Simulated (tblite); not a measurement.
## Saddle-point search of SiH$_{4}$S$_{2}$

- system: SiH$_{4}$S$_{2}$, SMILES [SiH3]SS
- method: GFN2-xTB saddle search (eigenvector following) and harmonic vibrations, gas phase (tblite 0.8.0)

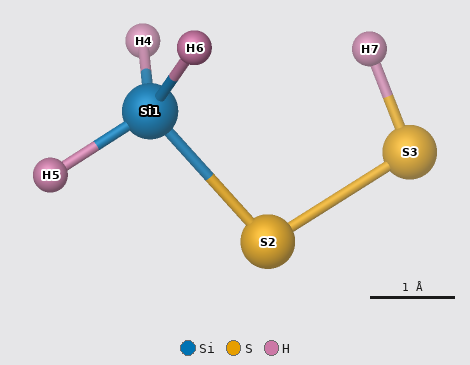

*The starting structure (ball-and-stick view, seen at a tilt; atoms are numbered from 1 in the order of the input).*

## Results in brief

| quantity | value |
| --- | --- |
| outcome | converged |
| total energy | −279.9854 eV |
| point group | Cs |
| hardware | 1 CPU thread, shared host |
| wall time | 0.82 s |
| peak memory | 0.19 GiB |

## Input
```
{"job": {"xc": "GFN2-xTB", "basis": "xTB", "kind": "saddle"}, "charge": 0, "multiplicity": 1}
Si    -0.903143     0.343017     0.032984
S      0.200323    -1.121594    -1.100807
S      2.110157    -1.002613    -0.265082
H     -0.177599     1.602663    -0.099399
H     -2.190031     0.313436    -0.631293
H     -0.920024    -0.092522     1.427323
H      1.880317    -0.042385     0.636273
```

The first line tells a small driver script what to run in tblite; the rest is the geometry in Å.

Launched with:
```bash
OMP_NUM_THREADS=1 python <driver script> task.json out
```

## Output
```
step      E/eV     max force
  0    -279.98445   0.0309
  1    -279.98531   0.0256
  2    -279.98537   0.0020
lowest wavenumbers (cm-1): -258.9 127.2 150.1 465.2 512.4 536.0
```

## Trajectory as extended XYZ (Å, eV, eV/Å), 3 frames, from step=0 to step=2
```
7
Properties=species:S:1:pos:R:3:forces:R:3 step=0 energy=-279.98445
Si   -0.9031    0.3430    0.0330    0.0160  -0.0020   0.0160
S     0.2003   -1.1216   -1.1008    0.0020  -0.0070  -0.0110
S     2.1102   -1.0026   -0.2651   -0.0050  -0.0100   0.0110
H    -0.1776    1.6027   -0.0994   -0.0060   0.0130   0.0100
H    -2.1900    0.3134   -0.6313   -0.0130  -0.0050   0.0050
H    -0.9200   -0.0925    1.4273    0.0080   0.0070  -0.0290
H     1.8803   -0.0424    0.6363   -0.0010   0.0060  -0.0020
7
Properties=species:S:1:pos:R:3:forces:R:3 step=1 energy=-279.98531
Si   -0.8957    0.3544    0.0197   -0.0150   0.0060   0.0040
S     0.2104   -1.0941   -1.1325    0.0130   0.0030   0.0100
S     2.1022   -1.0143   -0.2499   -0.0120   0.0080   0.0040
H    -0.2128    1.6369   -0.1301   -0.0090  -0.0150   0.0030
H    -2.2039    0.2853   -0.6025    0.0230   0.0020   0.0110
H    -0.8566   -0.0817    1.4133   -0.0010   0.0070  -0.0200
H     1.8564   -0.0864    0.6820    0.0000  -0.0110  -0.0130
7
Properties=species:S:1:pos:R:3:forces:R:3 step=2 energy=-279.98537
Si   -0.8964    0.3540    0.0206    0.0010   0.0010  -0.0010
S     0.2103   -1.0962   -1.1289   -0.0010   0.0000  -0.0010
S     2.1035   -1.0133   -0.2521    0.0010   0.0010   0.0010
H    -0.2121    1.6349   -0.1271    0.0000   0.0010   0.0000
H    -2.2019    0.2869   -0.6045   -0.0010   0.0000   0.0000
H    -0.8615   -0.0811    1.4135    0.0000   0.0000   0.0020
H     1.8581   -0.0852    0.6786    0.0000  -0.0010   0.0000
```

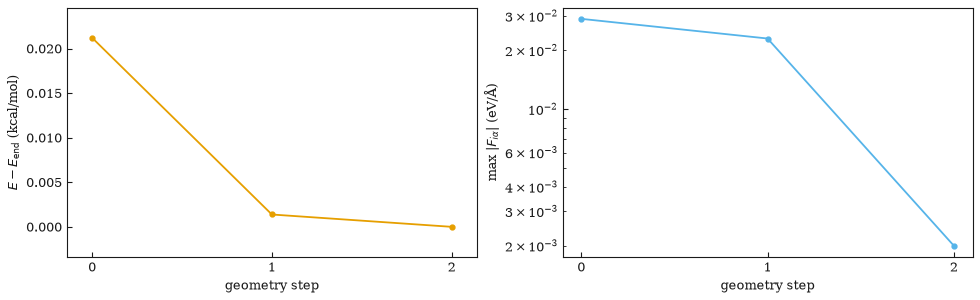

*Progress of the saddle-point search, step by step (steps are counted from 0).*

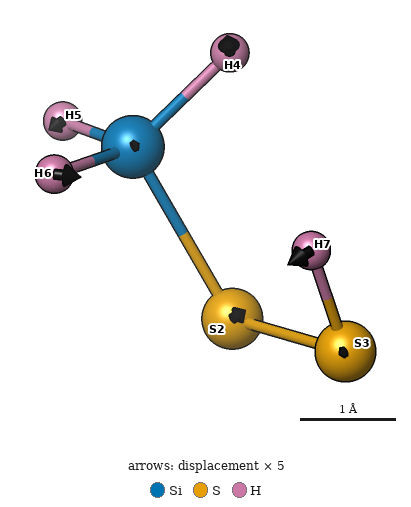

*The starting structure with the displacements as black arrows, magnified 5 times (ball-and-stick view, seen at a tilt). The two geometries are laid on each other by the best rigid fit.*

H7 moves most after the best rigid fit: 0.064 Å. By element the largest moves are H 0.064 Å, S 0.039 Å, Si 0.018 Å. The energy falls by 0.02 kcal/mol in 2 geometry steps. Largest force component: 0.029 eV/Å at the start, 0.002 eV/Å at the end. (Atoms are counted from 1 in the order of the input.)
